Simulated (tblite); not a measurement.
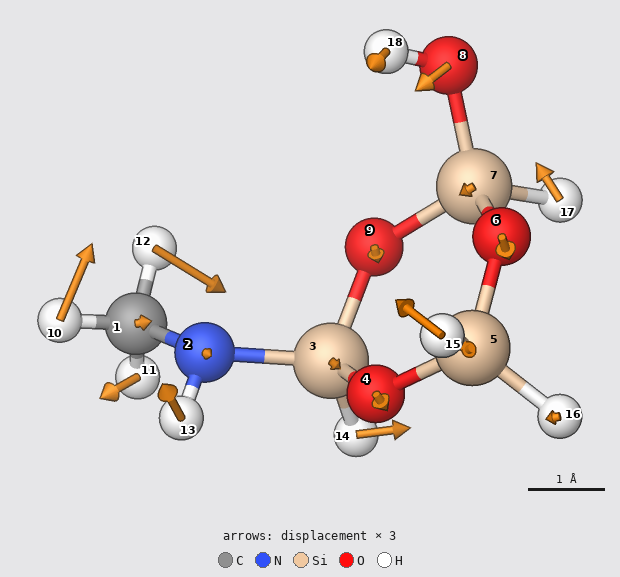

A relaxation of CH9NO4Si3. The starting structure is drawn; orange arrows show the displacements, 3 times their true length. The two geometries are superimposed by the best rigid fit.

A ball-and-stick model, seen at a tilt.

Level of theory: GFN2-xTB geometry optimisation, gas phase (tblite 0.8.0). 

Question: Which element moves most?

Answer: Hydrogen: up to 0.40 Å, against 0.21 Å for oxygen.

Question: What did the optimiser do to the structure, and how much energy did it gain?

Answer: The energy falls by 9.73 kcal/mol in 85 geometry steps. The atom that moves furthest after the best rigid fit is H12 (0.40 Å). Largest moves by element: H 0.40 Å, O 0.21 Å, Si 0.09 Å, C 0.08 Å, N 0.05 Å. Some distances before and after: O4–Si5 1.668 → 1.620 Å, Si7–H17 1.483 → 1.443 Å, Si7–O8 1.650 → 1.611 Å, O6–Si7 1.665 → 1.625 Å. Among the angles between lasting bonds that change: N2–Si3–H14 110.3° → 120.2°, Si3–N2–H13 106.9° → 116.2°, H15–Si5–H16 110.9° → 119.3°.
